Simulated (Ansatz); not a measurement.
A computed series for GaAs: pressure series

The parent structure is GaAs in the zinc blende structure (space group F-43m, No. 216; a = 5.666 Å).

Cell and atoms are relaxed at each pressure.

Level of theory: Ansatz (a quantum-chemistry and plane-wave program), r2SCAN, PAW, cutoff 500 eV, spin-orbit coupling left out, earlier PAW set.

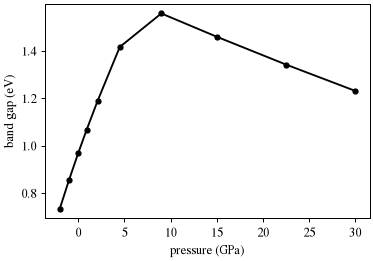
Fig. 1. Band gap against pressure

| pressure (GPa) | band gap |
|---|---|
| -2 | 0.73 eV |
| -1 | 0.86 eV |
| 0.9 | 1.07 eV |
| 2.1 | 1.19 eV |
| 4.5 | 1.42 eV |
| 9 | 1.56 eV |
| 15 | 1.46 eV |
| 22.5 | 1.34 eV |
| 30 | 1.23 eV |

Load acts through the strain it causes; cell and atoms are relaxed under it. Stability against distortions was not tested. Measured, GaAs leaves this structure (for a Cmcm phase) near 15 GPa (room temperature; as listed in arXiv:1906.07825).
